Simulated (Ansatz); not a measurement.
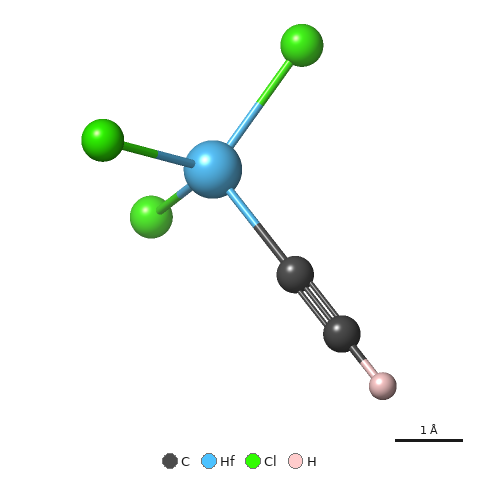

Starting geometry of the run.

The calculation was set up as follows.

```yaml
crystal:
  periodic: [false, false, false]
  atoms:
    - {symbol: C, position_ang: [0.037392, -2.157281, -0.647116]}
    - {symbol: C, position_ang: [0.016268, -0.993807, -0.298351]}
    - {symbol: Hf, position_ang: [-0.018761, 1.065247, 0.319422]}
    - {symbol: Cl, position_ang: [1.519885, 1.327487, 2.038063]}
    - {symbol: Cl, position_ang: [0.554673, 2.375934, -1.509044]}
    - {symbol: Cl, position_ang: [-2.165471, 1.562200, 1.050687]}
    - {symbol: H, position_ang: [0.056015, -3.179770, -0.953661]}
basis:
  gaussian: {orbitals: def2-SVP}
hamiltonian: {xc: {name: revPBE}, dispersion: d3bjatm}
md: {timestep: 0.5 fs, n_steps: 30, ensemble: nvt_langevin, temperature: 1000, initial_velocities: maxwell_boltzmann, friction: 0.01, seed: 444}
```

It was started with:

```sh
ansatz run in.yaml --threads 4 --pin off --events-out ev --progress --plain --max-ram 10444MiB
```

Output (its end):

```
mean field -40950.27356662 eV, -1504.8947964807 hartree, gradient 1.5e-5 eV, S^2 0.000000; 1 other end points of the search recorded, 0 dependent functions left out
the calculation of the forces begins
reference -40950.27365870 eV, -1504.8947998649 hartree; 38, 38 occupied and 81, 81 virtual orbitals, 1273 factors
md step    30: t =    15.00 fs  T =   998.4 K  F+E_penalty+E_count = -40950.75158296 eV  E_kin = 0.903370 eV  (51 SCF iters, 3 dispersion substeps)
Total energy: -40950.75167504 eV, -1504.9123666414 hartree
Atom 0 at     0.122268    -2.162770    -0.608087 Å, force    -0.418924    -5.318064    -1.074600 eV/Å
Atom 1 at     0.085844    -1.040817    -0.183048 Å, force    -0.060792     4.140516     1.141388 eV/Å
Atom 2 at    -0.012130     1.054393     0.331661 Å, force     0.919521    -0.699780     1.232224 eV/Å
Atom 3 at     1.572971     1.394546     2.083194 Å, force    -0.262269     0.002561    -0.328587 eV/Å
Atom 4 at     0.337597     2.313394    -1.524182 Å, force     0.383518     0.696448    -1.163669 eV/Å
Atom 5 at    -2.132409     1.643083     0.969110 Å, force    -0.928406     0.096073     0.367340 eV/Å
Atom 6 at    -0.010135    -3.260818    -0.761726 Å, force     0.367353     1.082245    -0.174095 eV/Å
Dipole moment:    -0.059403    -0.322048    -0.150825 e Å
```

Self-consistency was reached.
